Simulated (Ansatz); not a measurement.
**Molecular dynamics, with input and output: CH2AlClO (part 1 of 5)**

System: CH2AlClO.
Method: RKS PBE0/def2-SVP (Ansatz 0.2.0).

It belongs to a series of runs on one base structure; here: dynamics from the highest image of the converged band.

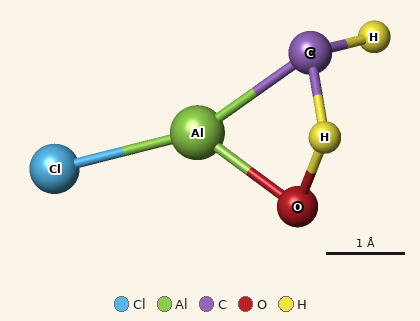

Figure 1. The starting structure (ball-and-stick view, seen at a tilt). Sticks mark near contacts.

The input
```yaml
crystal:
  periodic: [false, false, false]
  atoms:
    - { symbol: Cl, position_ang: [-2.061182, -2.055317, 0.360385] }
    - { symbol: Al, position_ang: [-0.577211, -0.622907, 0.161627] }
    - { symbol: C, position_ang: [0.500773, 0.8667, 0.554699] }
    - { symbol: O, position_ang: [0.655591, -0.316641, -1.038148] }
    - { symbol: H, position_ang: [1.340513, 0.2098, -0.256512] }
    - { symbol: H, position_ang: [0.183617, 1.854264, 0.171751] }
basis:
  gaussian: { orbitals: def2-SVP }
hamiltonian:
  xc: pbe0
md:
  timestep: 0.5
  n_steps: 200
  ensemble: nve
  temperature: 300.0
  initial_velocities: maxwell_boltzmann
  seed: 6332
```

Run on 1 thread of Arm Neoverse V1, 24 GiB of memory available, shared host.

Launch command:
```bash
ansatz run input.yaml --threads 1 --pin off --max-ram 2048MiB --backend cpu --events-out ev --progress --plain --runs-dir out
```

What the program printed
```
Engine: ansatz 0.2.0, aarch64-unknown-linux-gnu
Functional definition: PBE0
  parameter a = 0.25
  parameter kappa = 0.804
  parameter beta = 0.06672455060314922
  exchange = (1 - a)*pbe_x(kappa = kappa, mu = beta*pi^2/3) + a*exact_x
  correlation = pbe_c(beta = beta)
755 factors; integrals over basis functions are off by at most 2.8e-4 eV
mean field evaluation 1: about -22209.9393 eV, gradient 4.8e1 eV
mean field evaluation 2: about -22191.4315 eV, gradient 1.0e2 eV
mean field evaluation 4: about -22214.8615 eV, gradient 8.7e0 eV
mean field evaluation 8: about -22215.0645 eV, gradient 4.9e-1 eV
mean field evaluation 16: about -22215.0651 eV, gradient 7.3e-5 eV
mean field -22215.06513601 eV, -816.3885858363 hartree, gradient 1.8e-5 eV, S^2 0.000000; 0 other end points of the search recorded, 0 dependent functions left out
the calculation of the forces begins
reference -22215.06516115 eV, -816.3885867602 hartree; 23, 23 occupied and 51, 51 virtual orbitals, 755 factors
md step     0: t =     0.00 fs  T =   300.0 K  F+E_penalty+E_count = -22215.06513601 eV  E_kin = 0.155112 eV  conserved = -22214.91002401 eV  (29 SCF iters)
these checks for a lower state are left out or cut short: starts, cluster_reference, orbital_swaps, neighbouring_geometries, increment
755 factors; integrals over basis functions are off by at most 2.8e-4 eV
mean field -22215.06345222 eV, -816.3885239583 hartree, gradient 2.3e-5 eV, S^2 0.000000; 0 other end points of the search recorded, 0 dependent functions left out
the calculation of the forces begins
reference -22215.06347737 eV, -816.3885248826 hartree; 23, 23 occupied and 51, 51 virtual orbitals, 755 factors
md step     1: t =     0.50 fs  T =   296.7 K  F+E_penalty+E_count = -22215.06345222 eV  E_kin = 0.153426 eV  conserved = -22214.91002595 eV  (27 SCF iters)
[... from here on the SCF iterations and repeated set-up lines of each step are left out, up to the last step ...]
md step     2: t =     1.00 fs  T =   287.2 K  F+E_penalty+E_count = -22215.05850119 eV  E_kin = 0.148504 eV  conserved = -22214.90999673 eV  (26 SCF iters)
md step     3: t =     1.50 fs  T =   272.5 K  F+E_penalty+E_count = -22215.05081062 eV  E_kin = 0.140869 eV  conserved = -22214.90994162 eV  (27 SCF iters)
md step     4: t =     2.00 fs  T =   254.2 K  F+E_penalty+E_count = -22215.04130827 eV  E_kin = 0.131437 eV  conserved = -22214.90987138 eV  (26 SCF iters)
md step     5: t =     2.50 fs  T =   234.7 K  F+E_penalty+E_count = -22215.03114678 eV  E_kin = 0.121347 eV  conserved = -22214.90979956 eV  (27 SCF iters)
md step     6: t =     3.00 fs  T =   216.1 K  F+E_penalty+E_count = -22215.02149015 eV  E_kin = 0.111752 eV  conserved = -22214.90973862 eV  (26 SCF iters)
md step     7: t =     3.50 fs  T =   200.4 K  F+E_penalty+E_count = -22215.01331509 eV  E_kin = 0.103617 eV  conserved = -22214.90969778 eV  (27 SCF iters)
md step     8: t =     4.00 fs  T =   188.7 K  F+E_penalty+E_count = -22215.00726518 eV  E_kin = 0.097583 eV  conserved = -22214.90968169 eV  (27 SCF iters)
md step     9: t =     4.50 fs  T =   181.6 K  F+E_penalty+E_count = -22215.00358118 eV  E_kin = 0.093891 eV  conserved = -22214.90969002 eV  (27 SCF iters)
md step    10: t =     5.00 fs  T =   178.7 K  F+E_penalty+E_count = -22215.00211540 eV  E_kin = 0.092398 eV  conserved = -22214.90971757 eV  (30 SCF iters)
md step    11: t =     5.50 fs  T =   179.2 K  F+E_penalty+E_count = -22215.00242461 eV  E_kin = 0.092668 eV  conserved = -22214.90975623 eV  (30 SCF iters)
md step    12: t =     6.00 fs  T =   182.0 K  F+E_penalty+E_count = -22215.00391538 eV  E_kin = 0.094118 eV  conserved = -22214.90979707 eV  (30 SCF iters)
md step    13: t =     6.50 fs  T =   186.0 K  F+E_penalty+E_count = -22215.00600138 eV  E_kin = 0.096167 eV  conserved = -22214.90983403 eV  (30 SCF iters)
md step    14: t =     7.00 fs  T =   190.2 K  F+E_penalty+E_count = -22215.00821857 eV  E_kin = 0.098352 eV  conserved = -22214.90986652 eV  (30 SCF iters)
md step    15: t =     7.50 fs  T =   194.1 K  F+E_penalty+E_count = -22215.01025854 eV  E_kin = 0.100361 eV  conserved = -22214.90989779 eV  (30 SCF iters)
md step    16: t =     8.00 fs  T =   197.3 K  F+E_penalty+E_count = -22215.01193685 eV  E_kin = 0.102008 eV  conserved = -22214.90992884 eV  (30 SCF iters)
md step    17: t =     8.50 fs  T =   199.7 K  F+E_penalty+E_count = -22215.01319270 eV  E_kin = 0.103246 eV  conserved = -22214.90994682 eV  (30 SCF iters)
md step    18: t =     9.00 fs  T =   201.8 K  F+E_penalty+E_count = -22215.01427150 eV  E_kin = 0.104351 eV  conserved = -22214.90992022 eV  (30 SCF iters)
md step    19: t =     9.50 fs  T =   205.6 K  F+E_penalty+E_count = -22215.01614094 eV  E_kin = 0.106326 eV  conserved = -22214.90981499 eV  (30 SCF iters)
md step    20: t =    10.00 fs  T =   215.2 K  F+E_penalty+E_count = -22215.02088697 eV  E_kin = 0.111251 eV  conserved = -22214.90963584 eV  (28 SCF iters)
md step    21: t =    10.50 fs  T =   236.0 K  F+E_penalty+E_count = -22215.03150758 eV  E_kin = 0.122044 eV  conserved = -22214.90946349 eV  (30 SCF iters)
md step    22: t =    11.00 fs  T =   273.1 K  F+E_penalty+E_count = -22215.05064061 eV  E_kin = 0.141209 eV  conserved = -22214.90943123 eV  (30 SCF iters)
md step    23: t =    11.50 fs  T =   326.9 K  F+E_penalty+E_count = -22215.07864100 eV  E_kin = 0.169015 eV  conserved = -22214.90962570 eV  (30 SCF iters)
md step    24: t =    12.00 fs  T =   391.5 K  F+E_penalty+E_count = -22215.11243203 eV  E_kin = 0.202438 eV  conserved = -22214.90999445 eV  (30 SCF iters)
md step    25: t =    12.50 fs  T =   456.5 K  F+E_penalty+E_count = -22215.14638824 eV  E_kin = 0.236023 eV  conserved = -22214.91036515 eV  (30 SCF iters)
md step    26: t =    13.00 fs  T =   511.3 K  F+E_penalty+E_count = -22215.17493409 eV  E_kin = 0.264370 eV  conserved = -22214.91056403 eV  (30 SCF iters)
md step    27: t =    13.50 fs  T =   550.5 K  F+E_penalty+E_count = -22215.19515224 eV  E_kin = 0.284632 eV  conserved = -22214.91052046 eV  (30 SCF iters)
md step    28: t =    14.00 fs  T =   575.6 K  F+E_penalty+E_count = -22215.20788033 eV  E_kin = 0.297600 eV  conserved = -22214.91027987 eV  (30 SCF iters)
md step    29: t =    14.50 fs  T =   593.9 K  F+E_penalty+E_count = -22215.21704444 eV  E_kin = 0.307091 eV  conserved = -22214.90995357 eV  (30 SCF iters)
md step    30: t =    15.00 fs  T =   615.6 K  F+E_penalty+E_count = -22215.22793976 eV  E_kin = 0.318278 eV  conserved = -22214.90966186 eV  (30 SCF iters)
md step    31: t =    15.50 fs  T =   649.5 K  F+E_penalty+E_count = -22215.24531764 eV  E_kin = 0.335816 eV  conserved = -22214.90950140 eV  (30 SCF iters)
md step    32: t =    16.00 fs  T =   700.7 K  F+E_penalty+E_count = -22215.27181903 eV  E_kin = 0.362287 eV  conserved = -22214.90953218 eV  (30 SCF iters)
md step    33: t =    16.50 fs  T =   768.3 K  F+E_penalty+E_count = -22215.30699992 eV  E_kin = 0.397231 eV  conserved = -22214.90976875 eV  (30 SCF iters)
md step    34: t =    17.00 fs  T =   845.1 K  F+E_penalty+E_count = -22215.34711292 eV  E_kin = 0.436948 eV  conserved = -22214.91016442 eV  (33 SCF iters)
md step    35: t =    17.50 fs  T =   919.3 K  F+E_penalty+E_count = -22215.38588713 eV  E_kin = 0.475295 eV  conserved = -22214.91059188 eV  (33 SCF iters)
md step    36: t =    18.00 fs  T =   978.1 K  F+E_penalty+E_count = -22215.41655843 eV  E_kin = 0.505711 eV  conserved = -22214.91084757 eV  (32 SCF iters)
md step    37: t =    18.50 fs  T =  1013.9 K  F+E_penalty+E_count = -22215.43498208 eV  E_kin = 0.524249 eV  conserved = -22214.91073273 eV  (33 SCF iters)
md step    38: t =    19.00 fs  T =  1029.5 K  F+E_penalty+E_count = -22215.44252361 eV  E_kin = 0.532295 eV  conserved = -22214.91022850 eV  (33 SCF iters)
md step    39: t =    19.50 fs  T =  1037.7 K  F+E_penalty+E_count = -22215.44618995 eV  E_kin = 0.536554 eV  conserved = -22214.90963564 eV  (30 SCF iters)
md step    40: t =    20.00 fs  T =  1053.7 K  F+E_penalty+E_count = -22215.45422293 eV  E_kin = 0.544794 eV  conserved = -22214.90942847 eV  (33 SCF iters)
md step    41: t =    20.50 fs  T =  1082.4 K  F+E_penalty+E_count = -22215.46945456 eV  E_kin = 0.559631 eV  conserved = -22214.90982363 eV  (33 SCF iters)
md step    42: t =    21.00 fs  T =  1113.7 K  F+E_penalty+E_count = -22215.48637698 eV  E_kin = 0.575835 eV  conserved = -22214.91054177 eV  (33 SCF iters)
md step    43: t =    21.50 fs  T =  1129.5 K  F+E_penalty+E_count = -22215.49508895 eV  E_kin = 0.584003 eV  conserved = -22214.91108638 eV  (33 SCF iters)
md step    44: t =    22.00 fs  T =  1116.3 K  F+E_penalty+E_count = -22215.48833623 eV  E_kin = 0.577163 eV  conserved = -22214.91117305 eV  (33 SCF iters)
md step    45: t =    22.50 fs  T =  1073.1 K  F+E_penalty+E_count = -22215.46567929 eV  E_kin = 0.554830 eV  conserved = -22214.91084911 eV  (33 SCF iters)
md step    46: t =    23.00 fs  T =  1010.6 K  F+E_penalty+E_count = -22215.43287801 eV  E_kin = 0.522542 eV  conserved = -22214.91033629 eV  (33 SCF iters)
md step    47: t =    23.50 fs  T =   945.2 K  F+E_penalty+E_count = -22215.39856527 eV  E_kin = 0.488711 eV  conserved = -22214.90985446 eV  (33 SCF iters)
md step    48: t =    24.00 fs  T =   892.1 K  F+E_penalty+E_count = -22215.37079633 eV  E_kin = 0.461250 eV  conserved = -22214.90954663 eV  (33 SCF iters)
md step    49: t =    24.50 fs  T =   861.1 K  F+E_penalty+E_count = -22215.35470344 eV  E_kin = 0.445223 eV  conserved = -22214.90948010 eV  (33 SCF iters)
md step    50: t =    25.00 fs  T =   854.3 K  F+E_penalty+E_count = -22215.35135398 eV  E_kin = 0.441689 eV  conserved = -22214.90966451 eV  (33 SCF iters)
md step    51: t =    25.50 fs  T =   865.6 K  F+E_penalty+E_count = -22215.35758806 eV  E_kin = 0.447531 eV  conserved = -22214.91005661 eV  (33 SCF iters)
md step    52: t =    26.00 fs  T =   882.4 K  F+E_penalty+E_count = -22215.36677698 eV  E_kin = 0.456232 eV  conserved = -22214.91054499 eV  (33 SCF iters)
md step    53: t =    26.50 fs  T =   889.2 K  F+E_penalty+E_count = -22215.37069634 eV  E_kin = 0.459759 eV  conserved = -22214.91093742 eV  (33 SCF iters)
md step    54: t =    27.00 fs  T =   873.5 K  F+E_penalty+E_count = -22215.36261779 eV  E_kin = 0.451619 eV  conserved = -22214.91099903 eV  (33 SCF iters)
md step    55: t =    27.50 fs  T =   832.3 K  F+E_penalty+E_count = -22215.34091233 eV  E_kin = 0.430321 eV  conserved = -22214.91059115 eV  (33 SCF iters)
md step    56: t =    28.00 fs  T =   775.9 K  F+E_penalty+E_count = -22215.31104025 eV  E_kin = 0.401180 eV  conserved = -22214.90986005 eV  (33 SCF iters)
md step    57: t =    28.50 fs  T =   723.4 K  F+E_penalty+E_count = -22215.28329563 eV  E_kin = 0.374043 eV  conserved = -22214.90925246 eV  (33 SCF iters)
md step    58: t =    29.00 fs  T =   690.7 K  F+E_penalty+E_count = -22215.26632541 eV  E_kin = 0.357140 eV  conserved = -22214.90918584 eV  (30 SCF iters)
md step    59: t =    29.50 fs  T =   679.9 K  F+E_penalty+E_count = -22215.26117626 eV  E_kin = 0.351527 eV  conserved = -22214.90964878 eV  (33 SCF iters)
md step    60: t =    30.00 fs  T =   679.1 K  F+E_penalty+E_count = -22215.26135883 eV  E_kin = 0.351127 eV  conserved = -22214.91023206 eV  (33 SCF iters)
md step    61: t =    30.50 fs  T =   673.1 K  F+E_penalty+E_count = -22215.25857002 eV  E_kin = 0.348032 eV  conserved = -22214.91053801 eV  (33 SCF iters)
md step    62: t =    31.00 fs  T =   653.8 K  F+E_penalty+E_count = -22215.24848169 eV  E_kin = 0.338022 eV  conserved = -22214.91046004 eV  (33 SCF iters)
md step    63: t =    31.50 fs  T =   623.5 K  F+E_penalty+E_count = -22215.23249090 eV  E_kin = 0.322358 eV  conserved = -22214.91013245 eV  (33 SCF iters)
md step    64: t =    32.00 fs  T =   592.0 K  F+E_penalty+E_count = -22215.21585605 eV  E_kin = 0.306103 eV  conserved = -22214.90975319 eV  (34 SCF iters)
md step    65: t =    32.50 fs  T =   571.0 K  F+E_penalty+E_count = -22215.20468409 eV  E_kin = 0.295208 eV  conserved = -22214.90947587 eV  (34 SCF iters)
md step    66: t =    33.00 fs  T =   568.8 K  F+E_penalty+E_count = -22215.20347600 eV  E_kin = 0.294090 eV  conserved = -22214.90938648 eV  (34 SCF iters)
md step    67: t =    33.50 fs  T =   588.3 K  F+E_penalty+E_count = -22215.21368853 eV  E_kin = 0.304170 eV  conserved = -22214.90951816 eV  (34 SCF iters)
md step    68: t =    34.00 fs  T =   625.4 K  F+E_penalty+E_count = -22215.23319369 eV  E_kin = 0.323338 eV  conserved = -22214.90985557 eV  (34 SCF iters)
md step    69: t =    34.50 fs  T =   669.7 K  F+E_penalty+E_count = -22215.25660089 eV  E_kin = 0.346283 eV  conserved = -22214.91031765 eV  (35 SCF iters)
md step    70: t =    35.00 fs  T =   707.8 K  F+E_penalty+E_count = -22215.27667964 eV  E_kin = 0.365945 eV  conserved = -22214.91073429 eV  (34 SCF iters)
md step    71: t =    35.50 fs  T =   727.7 K  F+E_penalty+E_count = -22215.28713339 eV  E_kin = 0.376265 eV  conserved = -22214.91086836 eV  (34 SCF iters)
md step    72: t =    36.00 fs  T =   726.6 K  F+E_penalty+E_count = -22215.28623070 eV  E_kin = 0.375687 eV  conserved = -22214.91054398 eV  (35 SCF iters)
md step    73: t =    36.50 fs  T =   714.4 K  F+E_penalty+E_count = -22215.27923691 eV  E_kin = 0.369375 eV  conserved = -22214.90986168 eV  (35 SCF iters)
md step    74: t =    37.00 fs  T =   710.4 K  F+E_penalty+E_count = -22215.27658655 eV  E_kin = 0.367315 eV  conserved = -22214.90927175 eV  (35 SCF iters)
md step    75: t =    37.50 fs  T =   730.7 K  F+E_penalty+E_count = -22215.28707737 eV  E_kin = 0.377820 eV  conserved = -22214.90925687 eV  (35 SCF iters)
md step    76: t =    38.00 fs  T =   775.6 K  F+E_penalty+E_count = -22215.31085290 eV  E_kin = 0.401004 eV  conserved = -22214.90984924 eV  (30 SCF iters)
md step    77: t =    38.50 fs  T =   828.4 K  F+E_penalty+E_count = -22215.33892585 eV  E_kin = 0.428337 eV  conserved = -22214.91058918 eV  (33 SCF iters)
md step    78: t =    39.00 fs  T =   868.1 K  F+E_penalty+E_count = -22215.35982678 eV  E_kin = 0.448842 eV  conserved = -22214.91098476 eV  (32 SCF iters)
md step    79: t =    39.50 fs  T =   882.2 K  F+E_penalty+E_count = -22215.36699128 eV  E_kin = 0.456107 eV  conserved = -22214.91088423 eV  (33 SCF iters)
md step    80: t =    40.00 fs  T =   872.1 K  F+E_penalty+E_count = -22215.36137332 eV  E_kin = 0.450925 eV  conserved = -22214.91044791 eV  (33 SCF iters)
md step    81: t =    40.50 fs  T =   849.8 K  F+E_penalty+E_count = -22215.34929993 eV  E_kin = 0.439364 eV  conserved = -22214.90993630 eV  (33 SCF iters)
md step    82: t =    41.00 fs  T =   829.7 K  F+E_penalty+E_count = -22215.33855599 eV  E_kin = 0.429001 eV  conserved = -22214.90955465 eV  (33 SCF iters)
md step    83: t =    41.50 fs  T =   823.3 K  F+E_penalty+E_count = -22215.33508528 eV  E_kin = 0.425670 eV  conserved = -22214.90941566 eV  (34 SCF iters)
md step    84: t =    42.00 fs  T =   834.6 K  F+E_penalty+E_count = -22215.34109047 eV  E_kin = 0.431539 eV  conserved = -22214.90955125 eV  (33 SCF iters)
md step    85: t =    42.50 fs  T =   859.8 K  F+E_penalty+E_count = -22215.35446252 eV  E_kin = 0.444536 eV  conserved = -22214.90992696 eV  (33 SCF iters)
md step    86: t =    43.00 fs  T =   887.6 K  F+E_penalty+E_count = -22215.36936785 eV  E_kin = 0.458932 eV  conserved = -22214.91043595 eV  (32 SCF iters)
md step    87: t =    43.50 fs  T =   903.5 K  F+E_penalty+E_count = -22215.37805492 eV  E_kin = 0.467170 eV  conserved = -22214.91088522 eV  (34 SCF iters)
md step    88: t =    44.00 fs  T =   895.4 K  F+E_penalty+E_count = -22215.37398516 eV  E_kin = 0.462965 eV  conserved = -22214.91102057 eV  (34 SCF iters)
md step    89: t =    44.50 fs  T =   860.8 K  F+E_penalty+E_count = -22215.35571726 eV  E_kin = 0.445059 eV  conserved = -22214.91065826 eV  (33 SCF iters)
md step    90: t =    45.00 fs  T =   811.4 K  F+E_penalty+E_count = -22215.32942356 eV  E_kin = 0.419518 eV  conserved = -22214.90990526 eV  (34 SCF iters)
md step    91: t =    45.50 fs  T =   769.1 K  F+E_penalty+E_count = -22215.30689695 eV  E_kin = 0.397660 eV  conserved = -22214.90923706 eV  (34 SCF iters)
md step    92: t =    46.00 fs  T =   752.6 K  F+E_penalty+E_count = -22215.29831513 eV  E_kin = 0.389149 eV  conserved = -22214.90916656 eV  (34 SCF iters)
md step    93: t =    46.50 fs  T =   764.0 K  F+E_penalty+E_count = -22215.30476503 eV  E_kin = 0.395028 eV  conserved = -22214.90973716 eV  (33 SCF iters)
md step    94: t =    47.00 fs  T =   787.5 K  F+E_penalty+E_count = -22215.31762226 eV  E_kin = 0.407144 eV  conserved = -22214.91047803 eV  (34 SCF iters)
md step    95: t =    47.50 fs  T =   801.7 K  F+E_penalty+E_count = -22215.32539817 eV  E_kin = 0.414515 eV  conserved = -22214.91088321 eV  (29 SCF iters)
md step    96: t =    48.00 fs  T =   794.1 K  F+E_penalty+E_count = -22215.32137086 eV  E_kin = 0.410574 eV  conserved = -22214.91079637 eV  (33 SCF iters)
md step    97: t =    48.50 fs  T =   765.7 K  F+E_penalty+E_count = -22215.30629904 eV  E_kin = 0.395923 eV  conserved = -22214.91037586 eV  (33 SCF iters)
md step    98: t =    49.00 fs  T =   728.1 K  F+E_penalty+E_count = -22215.28631589 eV  E_kin = 0.376442 eV  conserved = -22214.90987402 eV  (33 SCF iters)
md step    99: t =    49.50 fs  T =   695.5 K  F+E_penalty+E_count = -22215.26910944 eV  E_kin = 0.359623 eV  conserved = -22214.90948683 eV  (34 SCF iters)
md step   100: t =    50.00 fs  T =   679.7 K  F+E_penalty+E_count = -22215.26074193 eV  E_kin = 0.351418 eV  conserved = -22214.90932389 eV  (29 SCF iters)
md step   101: t =    50.50 fs  T =   685.4 K  F+E_penalty+E_count = -22215.26378276 eV  E_kin = 0.354358 eV  conserved = -22214.90942509 eV  (34 SCF iters)
md step   102: t =    51.00 fs  T =   709.5 K  F+E_penalty+E_count = -22215.27661910 eV  E_kin = 0.366848 eV  conserved = -22214.90977083 eV  (34 SCF iters)
md step   103: t =    51.50 fs  T =   741.9 K  F+E_penalty+E_count = -22215.29383612 eV  E_kin = 0.383573 eV  conserved = -22214.91026342 eV  (34 SCF iters)
md step   104: t =    52.00 fs  T =   768.2 K  F+E_penalty+E_count = -22215.30790613 eV  E_kin = 0.397204 eV  conserved = -22214.91070263 eV  (34 SCF iters)
md step   105: t =    52.50 fs  T =   776.8 K  F+E_penalty+E_count = -22215.31243443 eV  E_kin = 0.401618 eV  conserved = -22214.91081651 eV  (34 SCF iters)
md step   106: t =    53.00 fs  T =   765.6 K  F+E_penalty+E_count = -22215.30627193 eV  E_kin = 0.395846 eV  conserved = -22214.91042616 eV  (34 SCF iters)
md step   107: t =    53.50 fs  T =   746.9 K  F+E_penalty+E_count = -22215.29589668 eV  E_kin = 0.386202 eV  conserved = -22214.90969442 eV  (34 SCF iters)
md step   108: t =    54.00 fs  T =   741.6 K  F+E_penalty+E_count = -22215.29259002 eV  E_kin = 0.383431 eV  conserved = -22214.90915919 eV  (34 SCF iters)
md step   109: t =    54.50 fs  T =   764.1 K  F+E_penalty+E_count = -22215.30437674 eV  E_kin = 0.395079 eV  conserved = -22214.90929804 eV  (34 SCF iters)
md step   110: t =    55.00 fs  T =   810.6 K  F+E_penalty+E_count = -22215.32913645 eV  E_kin = 0.419120 eV  conserved = -22214.91001682 eV  (34 SCF iters)
md step   111: t =    55.50 fs  T =   861.1 K  F+E_penalty+E_count = -22215.35597067 eV  E_kin = 0.445224 eV  conserved = -22214.91074653 eV  (34 SCF iters)
md step   112: t =    56.00 fs  T =   894.5 K  F+E_penalty+E_count = -22215.37349147 eV  E_kin = 0.462478 eV  conserved = -22214.91101386 eV  (34 SCF iters)
md step   113: t =    56.50 fs  T =   901.8 K  F+E_penalty+E_count = -22215.37704358 eV  E_kin = 0.466280 eV  conserved = -22214.91076394 eV  (30 SCF iters)
md step   114: t =    57.00 fs  T =   889.1 K  F+E_penalty+E_count = -22215.36992865 eV  E_kin = 0.459694 eV  conserved = -22214.91023486 eV  (34 SCF iters)
md step   115: t =    57.50 fs  T =   871.0 K  F+E_penalty+E_count = -22215.36003831 eV  E_kin = 0.450329 eV  conserved = -22214.90970921 eV  (34 SCF iters)
```
